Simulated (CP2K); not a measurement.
# C2H6F2Si2 (SMILES FC1C([SiH3])[SiH]1F) at AM1

Aim: the vertical electron affinity of C2H6F2Si2 at AM1, from 2 runs. 

Program for the calculation: CP2K 2026.2.

3 further runs of the same task are left out: 1 that didn't finish, 2 set aside as unsound or not needed.

## 1. The molecule

C2H6F2Si2: 12 atoms, total charge 0, spin state singlet. As SMILES, `FC1C([SiH3])[SiH]1F`. The shape comes from a force field and isn't a relaxed structure.

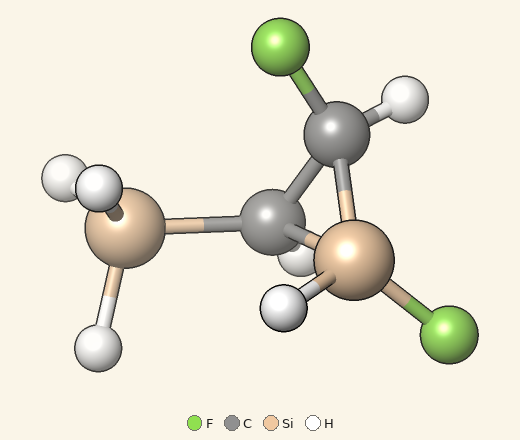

Viewed from a chosen angle; fluorine green, carbon grey, silicon light orange, hydrogen white.

## 2. The energy at AM1

Contents of mol.inp:

```
&GLOBAL
  PROJECT_NAME mol
  RUN_TYPE ENERGY
  PRINT_LEVEL MEDIUM
&END

&FORCE_EVAL
  METHOD QUICKSTEP
  &DFT
    CHARGE 0
    MULTIPLICITY 1
    &QS
      METHOD AM1
      EPS_DEFAULT 1.0E-10
      &SE
        &COULOMB
          CUTOFF [angstrom] 50
          RC_RANGE [angstrom] 0
        &END
        &EXCHANGE
          CUTOFF [angstrom] 50
          RC_RANGE [angstrom] 0
        &END
      &END
    &END
    ! no periodic images
    &POISSON
      PERIODIC NONE
      POISSON_SOLVER ANALYTIC
    &END
    ! self-consistent field
    &SCF
      SCF_GUESS ATOMIC
      EPS_SCF 1.0E-07
      MAX_SCF 80
      &DIAGONALIZATION
        ALGORITHM STANDARD
      &END
      &MIXING
        METHOD DIRECT_P_MIXING
        ALPHA 0.4
      &END
    &END
    ! extra output
    &PRINT
      &MOMENTS
        PERIODIC F
        REFERENCE COM
        MAX_MOMENT 1
      &END
      &MO ON
        ENERGIES T
        OCCUPATION_NUMBERS T
        NDIGITS 6
        &EACH
          QS_SCF 0
        &END
        ADD_LAST NUMERIC
      &END
      &HIRSHFELD OFF
      &END
    &END
  &END
  ! structure
  &SUBSYS
    &CELL
      ABC [angstrom] 14.1 14.2 13.9
      PERIODIC NONE
    &END
    &COORD
      F      9.084550     8.445300     7.326150
      C      7.763250     8.349300     7.852750
      C      6.909950     7.204200     7.404950
      Si     7.464950     6.208600     5.925850
      Si     6.337350     8.935800     6.901650
      F      5.015450     9.202900     7.783650
      H      7.837150     8.598200     8.910050
      H      6.323850     6.747700     8.127250
      H      8.195650     6.987200     4.989950
      H      6.155550     5.735500     5.279450
      H      8.147950     4.997100     6.360250
      H      6.176250     8.980800     5.462850
    &END
  &END
&END
```

Command:

```bash
$ OMP_NUM_THREADS=1 cp2k.psmp -i mol.inp > mol.out 2>&1
```

The log of the run, shortened:

```text
CP2K| version string:                                       CP2K version 2026.2
[...]
 GLOBAL| Method name                                                        CP2K
[...]
 GLOBAL| Run type                                                         ENERGY
[...]
                             - Atoms:                                         12
[...]
                             - Spherical basis functions:                     30
[...]
 Number of electrons:                                                         36
[...]
     1 P_Mix/Diag. 0.40E+00    0.0     0.77288629       -47.2330067578 -4.72E+01
[...]
    20 DIIS/Diag.  0.23E-07    0.0     0.00000005       -54.2728481469 -9.95E-14
  *** SCF run converged in    20 steps ***
  Core-core repulsion energy [eV]:                           2895.34205027043436
  Core Hamiltonian energy [eV]:                             -2404.22453414790789
  Two-electron integral energy [eV]:                        -3935.91364007320408
  Electronic energy [eV]:                                   -4372.18135418451038
  Total energy [eV]:                                        -1476.83930391407580
  Atomic reference energy [eV]:                              1472.01068615369218
  Heat of formation [kcal/mol]:                              -111.35057964756983
[...]
 SE_DIPOLE| Moment [Debye]          0.44878612      -1.24500742       0.58681541
 SE_DIPOLE| Derivative [a.u.]       0.00000000       0.00000000       0.00000000
 ENERGY| Total FORCE_EVAL ( QS ) energy [hartree]            -54.272848146906981
[...]
```

It took 0.22 s on 1 thread of Arm Neoverse V2, shared host.

## 3. The doublet anion, same level

Contents of calc.inp:

```
&global
  project calc
  run_type ENERGY
  print_level MEDIUM
&end global

&force_eval
  method QS
  &dft
    charge -1
    multiplicity 2
    uks T
    &qs
      method AM1
      eps_default 1.0E-10
      &se
        &coulomb
          cutoff [angstrom] 50
          rc_range [angstrom] 0
        &end coulomb
        &exchange
          cutoff [angstrom] 50
          rc_range [angstrom] 0
        &end exchange
      &end se
    &end qs
    &poisson
      periodic NONE
      poisson_solver ANALYTIC
    &end poisson
    &scf
      scf_guess ATOMIC
      eps_scf 1.0E-07
      max_scf 100
      &diagonalization
        algorithm STANDARD
      &end diagonalization
      &mixing
        method DIRECT_P_MIXING
        alpha 0.4
      &end mixing
    &end scf
    &print
      &moments
        periodic F
        reference COM
        max_moment 1
      &end moments
      &mo ON
        energies T
        occupation_numbers T
        ndigits 6
        &each
          qs_scf 0
        &end each
        add_last NUMERIC
      &end mo
      &hirshfeld OFF
      &end hirshfeld
    &end print
  &end dft
  &subsys
    &cell
      abc [angstrom] 14.1 14.2 13.9
      periodic NONE
    &end cell
    &coord
      F      9.084550     8.445300     7.326150
      C      7.763250     8.349300     7.852750
      C      6.909950     7.204200     7.404950
      Si     7.464950     6.208600     5.925850
      Si     6.337350     8.935800     6.901650
      F      5.015450     9.202900     7.783650
      H      7.837150     8.598200     8.910050
      H      6.323850     6.747700     8.127250
      H      8.195650     6.987200     4.989950
      H      6.155550     5.735500     5.279450
      H      8.147950     4.997100     6.360250
      H      6.176250     8.980800     5.462850
    &end coord
  &end subsys
&end force_eval
```

Command:

```bash
$ OMP_NUM_THREADS=1 cp2k.psmp -i calc.inp -o calc.out
```

The log of the run, shortened:

```text
CP2K| version string:                                       CP2K version 2026.2
[...]
 GLOBAL| Method name                                                        CP2K
[...]
 GLOBAL| Run type                                                         ENERGY
[...]
                             - Atoms:                                         12
[...]
                             - Spherical basis functions:                     30
[...]
 Number of electrons:                                                         19
[...]
     1 P_Mix/Diag. 0.40E+00    0.0     0.38292457       -47.5327162206 -4.75E+01
[...]
    75 DIIS/Diag.  0.61E-07    0.0     0.00000010       -54.3013503399 -8.53E-14
  *** SCF run converged in    75 steps ***
  Core-core repulsion energy [eV]:                           2895.34205027043436
  Core Hamiltonian energy [eV]:                             -2433.85731940819642
  Two-electron integral energy [eV]:                        -3878.19923777972372
  Electronic energy [eV]:                                   -4372.95693829805805
  Total energy [eV]:                                        -1477.61488802762437
  Atomic reference energy [eV]:                              1472.01068615369218
  Heat of formation [kcal/mol]:                              -129.23597561277080
[...]
 SE_DIPOLE| Moment [Debye]         -0.79218631       1.58513642       0.51671786
 SE_DIPOLE| Derivative [a.u.]       0.00000000       0.00000000       0.00000000
 ENERGY| Total FORCE_EVAL ( QS ) energy [hartree]            -54.301350339872869
[...]
```

Run time: 0.34 s. Hardware: 1 thread of Arm Neoverse V2, shared host.

## 4. Results

At AM1:

```
                                         quantity            value
                  singlet C2H6F2Si2: total energy     -54.27285 Eh
                 singlet C2H6F2Si2: dipole moment           1.45 D
                   singlet C2H6F2Si2: HOMO energy         -9.60 eV
             singlet C2H6F2Si2: heat of formation  -111.4 kcal/mol
                      doublet anion: total energy     -54.30135 Eh
doublet anion: HOMO energy (highest over α and β)         -1.14 eV
                 doublet anion: heat of formation  -129.2 kcal/mol
vertical electron affinity (to the doublet anion)         0.776 eV
```

**Reading.** At fixed nuclei the extra electron is bound by 0.78 eV (17.9 kcal/mol). A minimal valence basis can't be trusted even for the sign of an electron affinity.
